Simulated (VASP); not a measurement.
Band structure of MnO2 (rutile). Computed with PBE GGA with D4 dispersion, VASP's PBE PAW potentials (set 64) (plane waves; VASP 6.6.1).

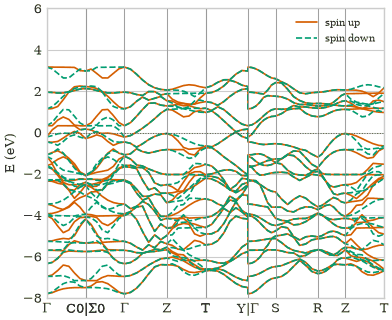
*Bands along high-symmetry lines, zero at the valence-band maximum or, without a gap, the Fermi level*

Problem. Read the plot: is there a gap, and where are the band edges?

Solution. It has no gap at this level: it comes out as a metal or semimetal. (Edges off the drawn lines would not show.)

The compound is MnO2 in the rutile structure. It was relaxed first.
